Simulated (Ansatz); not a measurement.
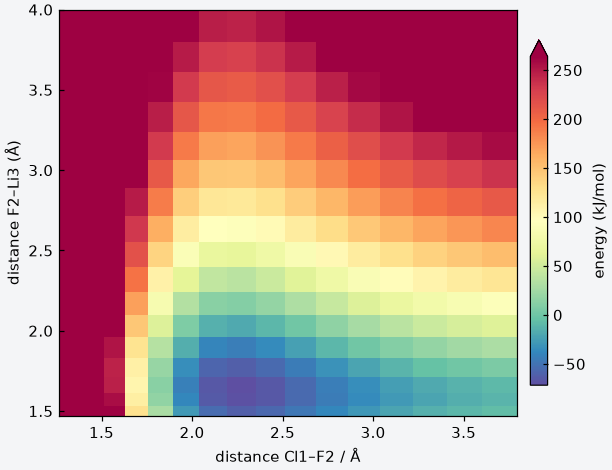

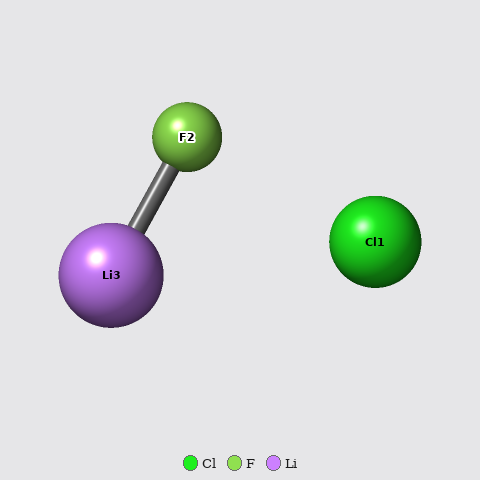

Energy landscape of the system Cl + FLi, spin multiplicity 2. First axis: distance Cl1–F2. Second axis: distance F2–Li3. Nothing is relaxed (the angle Cl1–F2–Li3 is fixed at 90 degrees). The scan uses a 17 × 17 grid. Points are written as (first, second). Energies: kJ/mol, counted from Cl far from the relaxed FLi (each part in its own basis). Theory: Ansatz, UKS PBE0-D4/def2-SVPD.

Drawn: one coloured cell a grid point, one colour for all values above the top of the scale. The second picture is the structure at the lowest point.

> Summarise what can be read from the map.

The lowest grid point is at (2.271 Å, 1.665 Å), −72 kJ/mol from Cl far from the relaxed FLi (each part in its own basis). It is the only kind of minimum in the scanned range. The highest grid point, (1.296 Å, 1.504 Å), lies 897 kJ/mol above the lowest.

The values on the grid:

```
distance F2–Li3 ↓, distance Cl1–F2 →  1.296  1.457  1.692  1.967  2.271  2.599  2.947  3.314  3.696
                               3.904    685    402    305    265    245    266    293    315    330
                               3.522    685    401    293    232    210    231    259    282    297
                               3.155    687    401    275    190    168    190    219    242    258
                               2.807    691    400    250    142    120    143    172    195    210
                               2.479    701    400    216     89     66     88    117    139    154
                               2.175    711    396    170     34     10     31     58     78     91
                               1.900    728    393    126    −17    −43    −24      0     19     30
                               1.665    765    407    108    −42    −72    −56    −34    −18     −9
                               1.504    825    447    127    −28    −61    −48    −29    −15     −7
```

The table holds every second grid line.

The whole map (289 points run) took 21 min on 1 thread of Arm Neoverse V1 (shared host).
